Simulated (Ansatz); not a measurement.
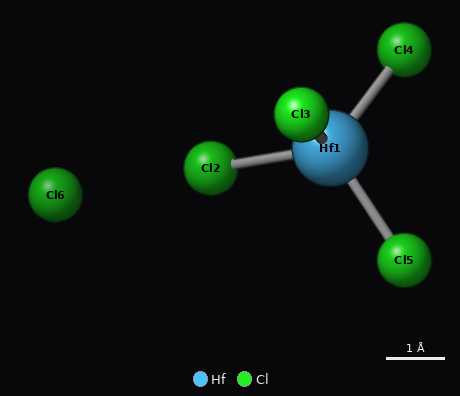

Starting structure of HfCl5 (multiplicity 2). A ball-and-stick model, seen at a tilt.

The run prepares an end point of a later path (reaction) calculation, from a guessed geometry.

Method: UKS PBE/def2-SVP (Ansatz).

Input
```yaml
crystal:
  periodic: [false, false, false]
  atoms:
    - { symbol: Hf, position_ang: [0.000786, 0.0, -0.058362] }
    - { symbol: Cl, position_ang: [0.009699, 0.0, 2.413901] }
    - { symbol: Cl, position_ang: [2.18012, 0.0, -0.885168] }
    - { symbol: Cl, position_ang: [-1.090319, 1.889657, -0.878638] }
    - { symbol: Cl, position_ang: [-1.090319, -1.889657, -0.878638] }
    - { symbol: Cl, position_ang: [-0.007368, 0.0, 5.649304] }
magnetization:
  spin_polarized: true
  initial_magnetization: 1
basis:
  gaussian: { orbitals: def2-SVP }
hamiltonian:
  xc: pbe
relax:
  f_tol: 0.03
  max_steps: 50
```

Command:
```bash
ansatz run input.yaml --threads 4 --pin off --max-ram 5120MiB --backend cpu --events-out ev --progress --plain --runs-dir out
```

Where does the relaxation end?

Answer. Cl6 moves most after the best rigid fit: 2.82 Å. By element the largest moves are Cl 2.82 Å, Hf 0.72 Å. Some distances before and after: Hf1–Cl6 5.708 → 2.558 Å, Cl2–Cl6 3.235 → 2.705 Å, Hf1–Cl2 2.472 → 2.513 Å, Hf1–Cl3 2.331 → 2.366 Å. New bonds form, among them: Hf1–Cl6 (5.71 → 2.56 Å). Among the angles between lasting bonds that change: Cl2–Hf1–Cl3 110.6° → 84.6°, Cl2–Hf1–Cl4 110.7° → 123.4°, Cl3–Hf1–Cl4 108.2° → 101.9°. The energy falls by 105.0 kJ/mol in 25 accepted moves (27 points after the start). Largest force component: 1.4 eV/Å at the start, 0.0084 eV/Å at the end. The line search rejected the trial steps at points 5, 24 of the run. The forces were under the threshold at step 6, but the run went on from there. Cost: 2.6 min on 4 threads of Arm Neoverse V1 (shared host), peak memory 0.37 GiB.

The structure at the end:

```xyz
6

Hf   -0.0557    0.0000    0.6616
Cl    1.6216    0.0000    2.5326
Cl    1.8467    0.0000   -0.7446
Cl   -1.1857    1.9195   -0.0551
Cl   -1.1857   -1.9195   -0.0551
Cl   -1.0385    0.0000    3.0231
```

After the run, drawn alike:

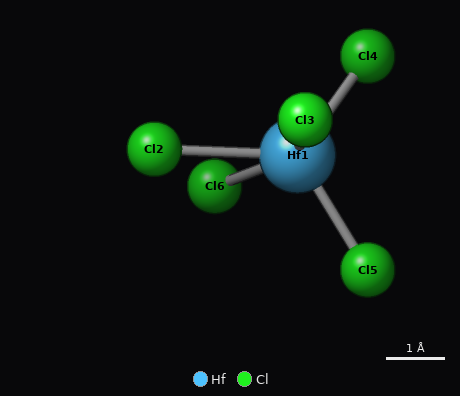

Limits of the set-up: the start holds two separate molecules, 3.2 Å apart at their closest, whose relative position is a soft coordinate and is computed without a dispersion correction.
